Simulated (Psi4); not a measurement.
# [PO3]− (metaphosphate (po31-) (8ci,9ci)): SCAN/aug-cc-pVDZ (sweep point 1)

Aim: the vertical ionisation energy of [PO3]− (metaphosphate (po31-) (8ci,9ci)) at SCAN/aug-cc-pVDZ (sweep point 1), from 2 runs. 

The results are computed with Psi4 1.11.

### Step 1. Starting point

The species is [PO3]− (4 atoms), meant as a singlet with charge -1. SMILES: `O=P(=O)[O-]`. Geometry: relaxed at GFN2-xTB.

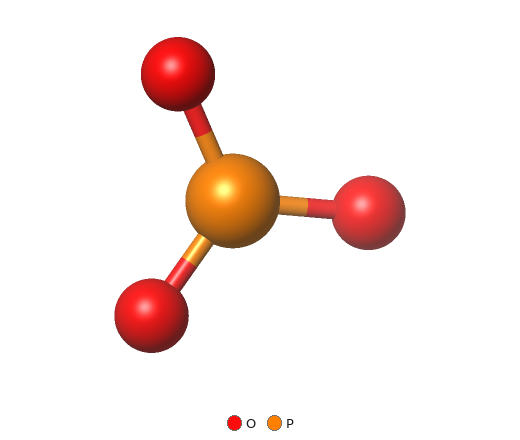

Viewed from a chosen angle; oxygen red, phosphorus orange.

### Step 2. A single-point energy at SCAN/aug-cc-pVDZ (sweep point 1)

input.in

```
memory 1.6 GB

molecule m {
  -1 1
  O      0.579960    -0.419440    -1.297400
  P      0.000330     0.000460    -0.000130
  O     -1.057020     1.037780     0.038020
  O      0.476740    -0.618790     1.259510
  symmetry c1
}

set {
  puream true
  scf_type pk
  dft_radial_points 99
  dft_spherical_points 590
}

e, wfn = energy("scan/aug-cc-pVDZ", return_wfn=True)
```

Started as:

```sh
$ psi4 -n 1 input.in input.out
```

input.out:

```text
[...]
  Running in c1 symmetry.
[...]
  Nuclear repulsion =  168.141609722148331
[...]
  Multiplicity = 1
[...]
  Nalpha       = 20
  Nbeta        = 20
[...]
    Number of basis functions: 96
[...]
   @RKS iter   1:  -566.59881938284104    1.39158e-01   1.23514e-02 ADIIS/DIIS
[...]
   @RKS iter   9:  -567.13774429717694   -4.46357e-09   1.91842e-07 DIIS
[...]
    Orbital Energies [Eh]
    ---------------------
    Doubly Occupied:
       1A    -76.716296     2A    -18.748125     3A    -18.748108
       4A    -18.748102     5A     -6.378845     6A     -4.528273
       7A     -4.522880     8A     -4.522876     9A     -0.808382
      10A     -0.731608    11A     -0.731455    12A     -0.273164
      13A     -0.192306    14A     -0.188081    15A     -0.188069
      16A     -0.100793    17A     -0.100760    18A     -0.087585
      19A     -0.087484    20A     -0.037652
[...]
  @RKS Final Energy:  -567.13774429717694
   => Energetics <=
    Nuclear Repulsion Energy =            168.1416097221483312
    One-Electron Energy =               -1126.0758417443105373
    Two-Electron Energy =                 440.1417806856862853
    DFT Exchange-Correlation Energy =     -49.3452929607009949
    Empirical Dispersion Energy =           0.0000000000000000
    VV10 Nonlocal Energy =                  0.0000000000000000
    Total Energy =                       -567.1377442971769369
[...]
 Multipole Moments:
 ------------------------------------------------------------------------------------
     Multipole            Electronic (a.u.)      Nuclear  (a.u.)        Total (a.u.)
 ------------------------------------------------------------------------------------
 L = 1.  Multiply by 2.5417464519 to convert [e a0] to [Debye]
 Dipole X            :          0.0008139           -0.0002466            0.0005673
 Dipole Y            :          0.0017005           -0.0003445            0.0013560
 Dipole Z            :         -0.0011068            0.0000979           -0.0010089
 Magnitude           :                                                    0.0017828
[...]
```

Wall time 14 s (1 thread of Intel Xeon 6975P-C (Granite Rapids), shared host); peak memory 0.96 GiB.

### Step 3. Doublet neutral PO3, same level

calc.in

```
memory 1600 mb

molecule {
  0 2
  O      0.579960    -0.419440    -1.297400
  P      0.000330     0.000460    -0.000130
  O     -1.057020     1.037780     0.038020
  O      0.476740    -0.618790     1.259510
  symmetry c1
}

set {
  basis                aug-cc-pVDZ
  reference            uks
  puream               true
  scf_type             pk
  dft_radial_points    99
  dft_spherical_points 590
  maxiter              150
}

energy('scan')
```

Started as:

```sh
$ psi4 calc.in calc.out -n 1
```

calc.out:

```text
[...]
  Running in c1 symmetry.
[...]
  Nuclear repulsion =  168.141609722148331
[...]
  Multiplicity = 2
[...]
  Nalpha       = 20
  Nbeta        = 19
[...]
    Number of basis functions: 96
[...]
   @UKS iter   1:  -566.68179132282228    5.61865e-02   9.12328e-03 DIIS/ADIIS
[...]
   @UKS iter  10:  -566.97344195209848   -1.09676e-08   2.78816e-07 DIIS
[...]
   @S^2 Observed:                7.584120191E-01
[...]
    Orbital Energies [Eh]
    ---------------------
    Alpha Occupied:
       1A    -76.998008     2A    -19.060978     3A    -19.060804
       4A    -19.060783     5A     -6.660486     6A     -4.809109
       7A     -4.804686     8A     -4.804685     9A     -1.106115
      10A     -1.033329    11A     -1.033298    12A     -0.554055
      13A     -0.476275    14A     -0.476234    15A     -0.465103
      16A     -0.401696    17A     -0.401639    18A     -0.369585
      19A     -0.369562    20A     -0.355069
    Alpha Virtual:
      21A     -0.095264    22A     -0.082844    23A      0.047101
      24A      0.047118    25A      0.048361    26A      0.058050
[...]
  @UKS Final Energy:  -566.97344195209848
   => Energetics <=
    Nuclear Repulsion Energy =            168.1416097221483312
    One-Electron Energy =               -1114.8712895067951649
    Two-Electron Energy =                 428.7360214500688471
    DFT Exchange-Correlation Energy =     -48.9797836175205603
    Empirical Dispersion Energy =           0.0000000000000000
    VV10 Nonlocal Energy =                  0.0000000000000000
    Total Energy =                       -566.9734419520984829
[...]
 Multipole Moments:
 ------------------------------------------------------------------------------------
     Multipole            Electronic (a.u.)      Nuclear  (a.u.)        Total (a.u.)
 ------------------------------------------------------------------------------------
 L = 1.  Multiply by 2.5417464519 to convert [e a0] to [Debye]
 Dipole X            :          0.0012612           -0.0002466            0.0010146
 Dipole Y            :          0.0011579           -0.0003445            0.0008134
 Dipole Z            :          0.0002502            0.0000979            0.0003481
 Magnitude           :                                                    0.0013462
[...]
```

Wall time 22 s (1 thread of Intel Xeon 6975P-C (Granite Rapids), shared host); peak memory 0.97 GiB.

### Step 4. Results

Level: SCAN/aug-cc-pVDZ (sweep point 1).

```
                                                             quantity          value
                                         singlet [PO3]−: total energy  -567.13774 Eh
                                          singlet [PO3]−: HOMO energy       -1.02 eV
                                          singlet [PO3]−: LUMO energy        3.57 eV
singlet [PO3]−: HOMO–LUMO gap (to an unbound level, set by the basis)        4.59 eV
                                    doublet neutral PO3: total energy  -566.97344 Eh
                                   doublet neutral PO3: dipole moment         0.00 D
              doublet neutral PO3: HOMO energy (highest over α and β)       -9.66 eV
               doublet neutral PO3: LUMO energy (lowest over α and β)       -7.91 eV
                                            doublet neutral PO3: ⟨S²⟩          0.758
                  vertical detachment energy (to the doublet neutral)       4.471 eV
```

Removing an electron at fixed nuclei costs 4.47 eV (103 kcal/mol). The negative HOMO energy of the first species, 1.02 eV, lies 3.45 eV below that difference.
